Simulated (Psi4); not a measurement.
# SnH2F2 (SMILES [F][SnH2][F]), step by step

Wanted: a geometry optimisation (singlet SnH2F2, PBE0-D3(BJ)/def2-TZVP), then the energy (doublet [SnH2F2]+, UPBE0-D3(BJ)/def2-TZVP), then a structure relaxation (doublet [SnH2F2]+, UPBE0-D3(BJ)/def2-TZVP), then the energy (singlet SnH2F2, PBE0-D3(BJ)/def2-TZVP) of F2H2Sn. 

Program for the calculation: Psi4 1.11.

## Step 1: The structure to begin with

The species is SnH2F2 (5 atoms), meant as a singlet with charge 0. As SMILES, `[F][SnH2][F]`. All atoms were displaced at random from a relaxed shape. The run starts from this shape.

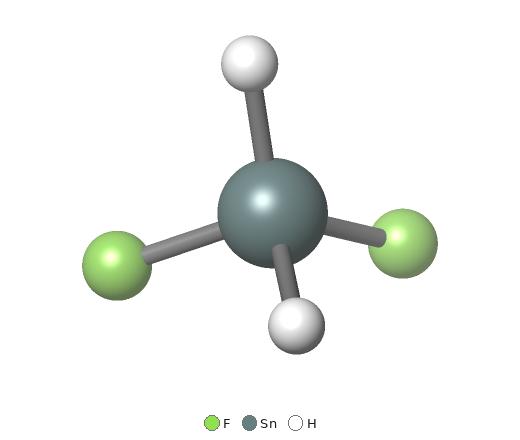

Viewed from a chosen angle; fluorine green, tin teal, hydrogen white.

## Step 2: A geometry optimisation at PBE0-D3(BJ)/def2-TZVP (density fitting, core potential) (run 1)

input.inp reads:

```
memory 1.6 GB

molecule molecule1 {
  0 1
  F     -0.288989    -0.453037     1.670081
  Sn     0.151698    -0.054794    -0.137982
  F     -1.337508     1.115187    -0.763200
  H     -0.052393    -1.566317    -0.917810
  H      1.571090     0.716224    -0.024413
}


E = optimize("pbe0-d3bj/def2-TZVP")
print_variables()
```

Started as:

```sh
psi4 -i input.inp -o input.out -n 1
```

input.out:

```text
[...]
    !!!  WARNING: ECP capability is in beta. Please check occupations closely.  !!!
[...]
  Running in c1 symmetry.
[...]
  Nuclear repulsion =  142.252929225800187
[...]
  Multiplicity = 1
[...]
  Nalpha       = 21
  Nbeta        = 21
[...]
    Number of basis functions: 124
[...]
 WARNING: Atomic UHF is not converging! Try casting from a smaller basis or call Rob at CCMST.
   -------------------------
[...]
   @DF-RKS iter   1:  -414.93863475082372   -1.49445e+00   6.15525e-03 DIIS/ADIIS
[...]
    !!!  WARNING: ECP capability is in beta. Please check occupations closely.  !!!
[...]
   @DF-RKS iter   7:  -415.14069882767711    5.68434e-14   1.66754e-09 DIIS
[...]
  @DF-RKS Final Energy:  -415.14069882767711
   => Energetics <=
    Nuclear Repulsion Energy =            144.5813294086534597
    One-Electron Energy =                -945.2277248187338046
    Two-Electron Energy =                 415.6326599271930604
    DFT Exchange-Correlation Energy =     -30.1250475198640508
    Empirical Dispersion Energy =          -0.0019158249257814
    VV10 Nonlocal Energy =                  0.0000000000000000
    Total Energy =                       -415.1406988276771131
[...]
  -Total Gradient:
     Atom            X                  Y                   Z
    ------   -----------------  -----------------  -----------------
       1       -0.000050298383    -0.000027551436     0.000030217550
       2       -0.000097753108     0.000091298380     0.000094742993
       3       -0.000005936769    -0.000010654327     0.000005177573
       4       -0.000037731226     0.000008599582     0.000018823289
       5       -0.000001299920     0.000025905889    -0.000021934794
[...]
```

Standard output:

```text
Optimizer: Optimization complete!
```

It took 36 s on 1 thread of Intel Xeon 6975P-C (Granite Rapids), shared host; peak memory 0.64 GiB.

Step by step:

```
step  energy from the first frame kept (eV)  largest force (eV/Å)
   0                                 0.0000                2.3553
   1                                -0.1350                0.8765
   2                                -0.1515                0.2203
   3                                -0.1589                0.2119
   4                                -0.1602                0.0254
   5                                -0.1603                0.0199
   6                                -0.1603                0.0084
```

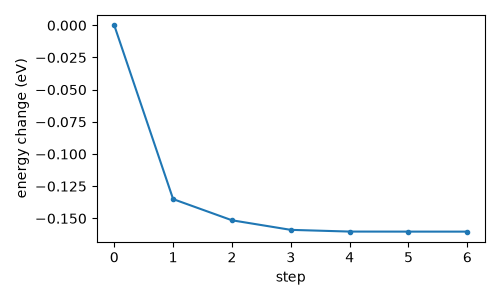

Energy along the run.

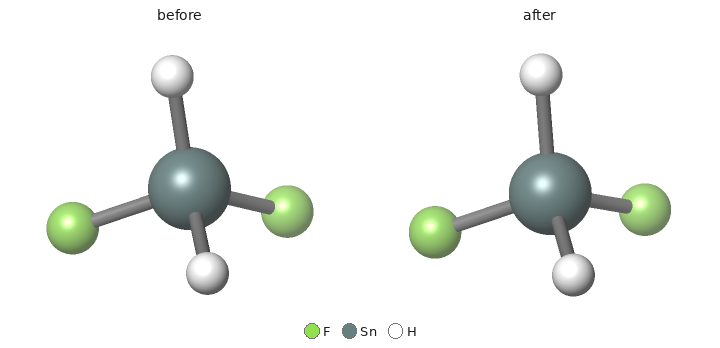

Before and after, at one scale.

After the run. Bond lengths: F1–Sn2 1.909 Å, Sn2–F3 1.909 Å, Sn2–H4 1.692 Å, Sn2–H5 1.692 Å. Angles: F1–Sn2–F3 103.5°, F1–Sn2–H4 107.0°, F1–Sn2–H5 107.1°, F3–Sn2–H4 107.0°, F3–Sn2–H5 107.0°, H4–Sn2–H5 123.7°.

## Step 3: The doublet cation: a single-point energy at UPBE0-D3(BJ)/def2-TZVP (density fitting, core potential) (run 2)

job.dat reads:

```
memory 1600 MB

molecule system {
  1 2
  F
  Sn 1 R2
  F 2 R3 1 A3
  H 2 R4 3 A4 1 D4
  H 2 R5 4 A5 1 D5

  R2 = 1.908986
  R3 = 1.90891
  A3 = 103.5076
  R4 = 1.692192
  A4 = 106.97867
  D4 = 112.76415
  R5 = 1.692247
  A5 = 123.65636
  D5 = 124.85264
}

set reference uks

energy('pbe0-d3bj2b/def2-TZVP')
print_variables()
```

Started as:

```sh
psi4 -i job.dat -o job.out -n 1
```

job.out:

```text
[...]
    !!!  WARNING: ECP capability is in beta. Please check occupations closely.  !!!
[...]
  Running in c1 symmetry.
[...]
  Nuclear repulsion =  144.581330118902429
[...]
  Multiplicity = 2
[...]
  Nalpha       = 21
  Nbeta        = 20
[...]
    Number of basis functions: 124
[...]
 WARNING: Atomic UHF is not converging! Try casting from a smaller basis or call Rob at CCMST.
   -------------------------
[...]
   @DF-UKS iter   1:  -414.51851202492469   -1.12593e+00   5.69280e-03 DIIS/ADIIS
[...]
   @DF-UKS iter  12:  -414.69057242973372   -3.61053e-08   3.86556e-07 DIIS
[...]
   @S^2 Observed:                7.676117024E-01
[...]
  @DF-UKS Final Energy:  -414.69057242973372
   => Energetics <=
    Nuclear Repulsion Energy =            144.5813301189024287
    One-Electron Energy =                -933.9909970310411609
    Two-Electron Energy =                 404.5617761884788592
    DFT Exchange-Correlation Energy =     -29.8407658811669769
    Empirical Dispersion Energy =          -0.0019158249068604
    VV10 Nonlocal Energy =                  0.0000000000000000
    Total Energy =                       -414.6905724297337201
[...]
 Multipole Moments:
 ------------------------------------------------------------------------------------
     Multipole            Electronic (a.u.)      Nuclear  (a.u.)        Total (a.u.)
 ------------------------------------------------------------------------------------
 L = 1.  Multiply by 2.5417464519 to convert [e a0] to [Debye]
 Dipole X            :          0.0009681           -0.0017141           -0.0007460
 Dipole Y            :         13.7570649          -12.3233226            1.4337423
 Dipole Z            :         10.8428025           -9.7123288            1.1304737
 Magnitude           :                                                    1.8258117
[...]
```

Run time: 8.4 s. Hardware: 1 thread of Intel Xeon 6975P-C (Granite Rapids), shared host; peak memory 0.56 GiB.

## Step 4: The doublet cation: a geometry optimisation at UPBE0-D3(BJ)/def2-TZVP (density fitting, core potential) (run 3)

input.in reads:

```
memory 1600 mb

molecule {
  1 2
  F     -0.337136    -0.405269     1.676105
  Sn     0.141960    -0.063979    -0.139994
  F     -1.228689     1.117228    -0.748277
  H     -0.049655    -1.518857    -0.982684
  H      1.583161     0.822597    -0.115044
  symmetry c1
}

set globals {
  basis def2-TZVP
  reference uks
}

e_tot, wfn = opt("pbe0-d3bj", return_wfn=True)
print_variables()
```

Started as:

```sh
psi4 -i input.in -o input.out -n 1
```

input.out:

```text
[...]
    !!!  WARNING: ECP capability is in beta. Please check occupations closely.  !!!
[...]
  Running in c1 symmetry.
[...]
  Nuclear repulsion =  144.581337776007189
[...]
  Multiplicity = 2
[...]
  Nalpha       = 21
  Nbeta        = 20
[...]
    Number of basis functions: 124
[...]
 WARNING: Atomic UHF is not converging! Try casting from a smaller basis or call Rob at CCMST.
   -------------------------
[...]
   @DF-UKS iter   1:  -414.50046780843934   -1.10882e+00   5.90950e-03 ADIIS/DIIS
[...]
    !!!  WARNING: ECP capability is in beta. Please check occupations closely.  !!!
[...]
   @DF-UKS iter  10:  -414.70476820290537   -6.25278e-12   3.94548e-09 DIIS
[...]
   @S^2 Observed:                7.739651584E-01
[...]
  @DF-UKS Final Energy:  -414.70476820290537
   => Energetics <=
    Nuclear Repulsion Energy =            146.5010681240120789
    One-Electron Energy =                -937.9317312436534166
    Two-Electron Energy =                 406.5923196085383893
    DFT Exchange-Correlation Energy =     -29.8645219703613627
    Empirical Dispersion Energy =          -0.0019027214410382
    VV10 Nonlocal Energy =                  0.0000000000000000
    Total Energy =                       -414.7047682029053703
[...]
  -Total Gradient:
     Atom            X                  Y                   Z
    ------   -----------------  -----------------  -----------------
       1       -0.000054994326     0.000137426188     0.000036065741
       2       -0.000283657479    -0.000259341131    -0.000059208044
       3       -0.000020771567     0.000080834600     0.000128789714
       4       -0.000052052976     0.000131639261     0.000103388250
       5       -0.000039509539     0.000096185557     0.000074161350
[...]
```

Standard output:

```text
Optimizer: Optimization complete!
```

It took 80 s on 1 thread of Intel Xeon 6975P-C (Granite Rapids), shared host; peak memory 0.67 GiB.

Step by step:

```
step  energy from the first frame kept (eV)  largest force (eV/Å)
   0                                 0.0000                2.2130
   1                                -0.1271                0.8894
   2                                -0.1803                0.4488
   3                                -0.2933                0.3202
   4                                -0.3772                0.5566
   5                                -0.3843                0.1245
   6                                -0.3845                0.0438
   7                                -0.3841                0.0961
   8                                -0.3862                0.0494
   9                                -0.3863                0.0200
```

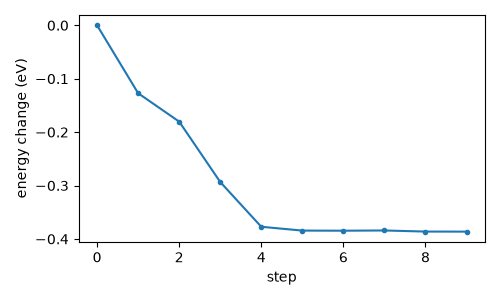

Energy along the run.

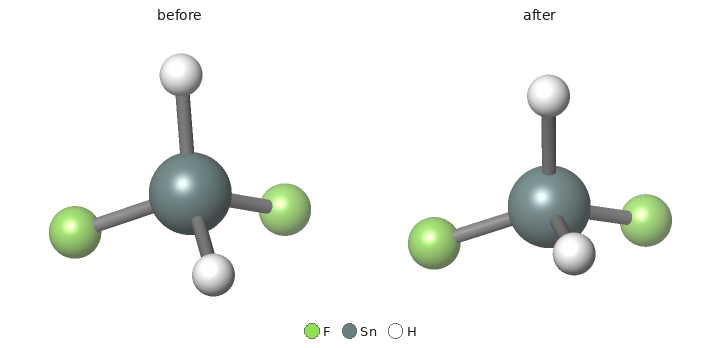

Before and after, at one scale.

After the run. Bond lengths: F1–Sn2 1.852 Å, Sn2–F3 1.852 Å, Sn2–H4 1.819 Å, Sn2–H5 1.811 Å. Angles: F1–Sn2–F3 109.4°, F1–Sn2–H4 115.9°, F1–Sn2–H5 116.3°, F3–Sn2–H4 115.9°, F3–Sn2–H5 116.3°, H4–Sn2–H5 80.8°.

## Step 5: A single-point energy at PBE0-D3(BJ)/def2-TZVP (density fitting, core potential) (run 4)

f2h2sn.inp reads:

```
memory 1.6 GB

molecule {
  F     -0.274474    -0.441929     1.645316
  Sn     0.116193    -0.050935    -0.122370
  F     -1.174046     1.092693    -0.798829
  H      0.550199    -1.470786    -1.173291
  H      1.837531     0.376260    -0.487891
  units angstrom
}

set {
  basis def2-TZVP
}

energy_value, wavefunction = energy("pbe0-d3bj2b", return_wfn=True)
```

Started as:

```sh
psi4 -n 1 f2h2sn.inp f2h2sn.out
```

f2h2sn.out:

```text
[...]
    !!!  WARNING: ECP capability is in beta. Please check occupations closely.  !!!
[...]
  Running in c1 symmetry.
[...]
  Nuclear repulsion =  146.501065921348925
[...]
  Multiplicity = 1
[...]
  Nalpha       = 21
  Nbeta        = 21
[...]
    Number of basis functions: 124
[...]
 WARNING: Atomic UHF is not converging! Try casting from a smaller basis or call Rob at CCMST.
   -------------------------
[...]
   @DF-RKS iter   1:  -414.90981320705805   -1.43484e+00   6.15269e-03 ADIIS/DIIS
[...]
   @DF-RKS iter   8:  -415.10565006585307   -3.30184e-07   7.58054e-07 DIIS
[...]
  @DF-RKS Final Energy:  -415.10565006585307
   => Energetics <=
    Nuclear Repulsion Energy =            146.5010659213489248
    One-Electron Energy =                -948.5281656196819995
    Two-Electron Energy =                 417.0378629909071151
    DFT Exchange-Correlation Energy =     -30.1145106369855391
    Empirical Dispersion Energy =          -0.0019027214415163
    VV10 Nonlocal Energy =                  0.0000000000000000
    Total Energy =                       -415.1056500658530695
[...]
 Multipole Moments:
 ------------------------------------------------------------------------------------
     Multipole            Electronic (a.u.)      Nuclear  (a.u.)        Total (a.u.)
 ------------------------------------------------------------------------------------
 L = 1.  Multiply by 2.5417464519 to convert [e a0] to [Debye]
 Dipole X            :         10.1930899           -9.7434876            0.4496023
 Dipole Y            :         -4.5085057            4.3243579           -0.1841479
 Dipole Z            :         -6.5825935            6.3014523           -0.2811412
 Magnitude           :                                                    0.5613315
[...]
```

Wall time 6.3 s (1 thread of Intel Xeon 6975P-C (Granite Rapids), shared host); peak memory 0.55 GiB.

## Step 6: Results

| quantity | value |
| --- | --- |
| run 1, PBE0-D3(BJ)/def2-TZVP: total energy at the end | -415.14070 Eh |
| run 1, PBE0-D3(BJ)/def2-TZVP: dipole moment | 3.44 D |
| run 1, PBE0-D3(BJ)/def2-TZVP: HOMO energy | -9.87 eV |
| run 1, PBE0-D3(BJ)/def2-TZVP: LUMO energy | -0.96 eV |
| run 1, PBE0-D3(BJ)/def2-TZVP: HOMO–LUMO gap | 8.91 eV |
| run 1, PBE0-D3(BJ)/def2-TZVP: dispersion energy | -5.03 kJ/mol |
| doublet cation, run 2: total energy | -414.69057 Eh |
| doublet cation, run 2: HOMO energy (highest over α and β) | -17.01 eV |
| doublet cation, run 2: LUMO energy (lowest over α and β) | -14.61 eV |
| doublet cation, run 2: dispersion energy | -5.03 kJ/mol |
| doublet cation, run 2: ⟨S²⟩ | 0.768 |
| doublet cation, run 3: total energy at the end | -414.70477 Eh |
| doublet cation, run 3: HOMO energy (highest over α and β) | -17.12 eV |
| doublet cation, run 3: LUMO energy (lowest over α and β) | -13.18 eV |
| doublet cation, run 3: dispersion energy | -5.00 kJ/mol |
| doublet cation, run 3: ⟨S²⟩ | 0.774 |
| run 4, PBE0-D3(BJ)/def2-TZVP: total energy | -415.10565 Eh |
| run 4, PBE0-D3(BJ)/def2-TZVP: dipole moment | 1.43 D |
| run 4, PBE0-D3(BJ)/def2-TZVP: HOMO energy | -8.55 eV |
| run 4, PBE0-D3(BJ)/def2-TZVP: LUMO energy | -2.17 eV |
| run 4, PBE0-D3(BJ)/def2-TZVP: HOMO–LUMO gap | 6.38 eV |
| run 4, PBE0-D3(BJ)/def2-TZVP: dispersion energy | -5.00 kJ/mol |
| adiabatic ionisation energy (to the doublet cation, no zero-point term) | 11.862 eV |

What this shows: The adiabatic ionisation energy (to the doublet cation, no zero-point term) is 11.86 eV (274 kcal/mol). The optimisation (run 1, PBE0-D3(BJ)/def2-TZVP) took 7 steps and changed the energy by -0.160 eV. The optimisation (doublet cation, run 3) took 10 steps and changed the energy by -0.386 eV.
